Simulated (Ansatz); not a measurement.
The compound is MoF6 (Im-3m).

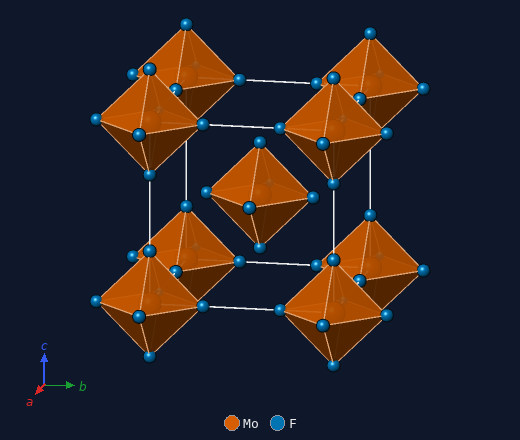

The structure (molybdenum orange, fluorine blue). Some periodic images of atoms are drawn too.

The structure is cubic, space group Im-3m (No. 229). Conventional cell: a = 6.335 Å, b = 6.335 Å, c = 6.335 Å, α = 90.00°, β = 90.00°, γ = 90.00°. Mo has 6 F at 1.83 Å nearest. Nearest to F lie 1 Mo at 1.83 Å. Farther neighbours and most contacts between anions are not listed.

```
Mo F
1.0
    -3.16734   -3.16734    3.16734
    -3.16734    3.16734   -3.16734
     3.16734   -3.16734   -3.16734
Mo F
1 6
Direct
  0.00000 0.00000 0.00000
  0.71067 0.71067 0.00000
  0.28933 0.28933 0.00000
  0.00000 0.28933 0.28933
  0.00000 0.71067 0.71067
  0.71067 0.00000 0.71067
  0.28933 0.00000 0.28933
```

The cell and positions are those that the Materials Project relaxed with its own functionals (PBE, PBE+U or r2SCAN), kept fixed. The program's search for lower electronic states was switched off, so nothing shows that the state found is the lowest. PAW set soft_2, made with PBE.

A constrained-RPA run (Ansatz 0.2.0; non-magnetic LDA; Mo t2g + anion p, bands v18 to c3, 4×4×4 mesh, medium accuracy) builds 21 functions on bands 8.6 eV wide, with 36.0 electrons in the window. The bare on-site interaction is 15.9 eV and the bare J 0.68 eV.

Q: What U and J survive the screening?

On the Mo t2g shell, U = 8.97 eV (56 % of the bare value), U′ = 7.90 eV, J = 0.53 eV.

The parent state is non-magnetic and the interaction static (zero frequency); U depends on the window and the orbitals, so it belongs to this model alone. A window that holds the anion p bands defines a model with explicit ligands; its U belongs to that model and is not the U of DFT+U.

[Paths, hosts, dates, memory and timing lines, banners, echoed tables and standing remarks are left out of the program output.]

[Logs are printed without paths, hosts, clocks, repeated set-up lines and the standing remarks that a program may print on its own settings, such as how far it seeks lower states.]

[Runs of the session that timed out or met a known fault of the program may be left out.]

[Hosts, paths, dates, database ids (printed as entryN), source tags and the programs' standing remarks are cut or masked in the printed files.]
